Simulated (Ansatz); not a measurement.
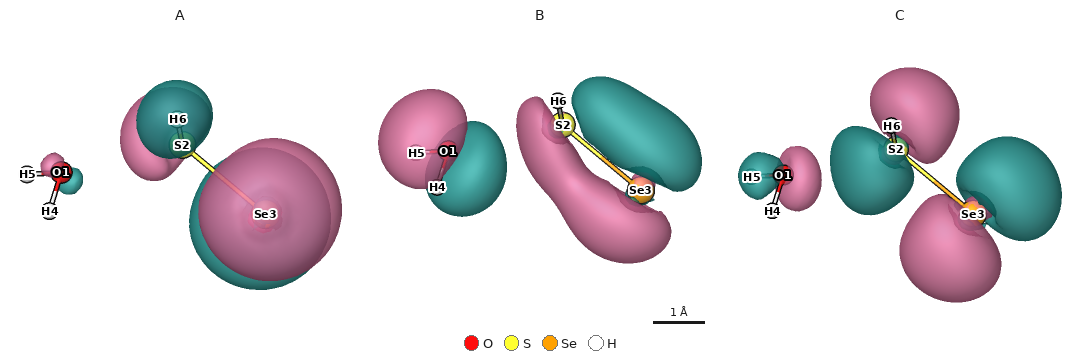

The picture shows: H₃OSSe (charge +1). Three frontier orbitals at ±0.1 Å⁻³ᐟ² (teal and pink are the two phases), in no order.

Geometry: PBE0-D4/def2-TZVP; at this geometry the atoms fall into two loosely joined parts.

All numbers below come from RKS PBE0-D4/def2-TZVPP (Ansatz 0.2.0).

```xyz
6

O    -0.4795    0.2043   -1.4138
S    -0.0431   -1.4769    0.2708
Se   -0.1264   -1.1405    2.2599
H    -0.4509    1.1547   -1.2456
H    -1.2747    0.0421   -1.9367
H     1.1780   -0.9857   -0.0696
```

Which picture is the HOMO−1, the HOMO and the LUMO?

B is the HOMO−1 (−14.45 eV). Its weight (Hirshfeld) is mainly on O1 (about 55 %), Se3 (about 25 %) and S2 (about 15 %). A is the HOMO (−12.88 eV). By Hirshfeld shares it lies mainly on Se3 (about 80 %) and S2 (about 15 %); largely a lone pair of Se3. C is the LUMO (−10.21 eV). Its weight (Hirshfeld) is mainly on Se3 (about 55 %) and S2 (about 35 %); π-antibonding (π*) across Se3–S2.

What is the HOMO–LUMO gap?

2.67 eV between the orbital energies.
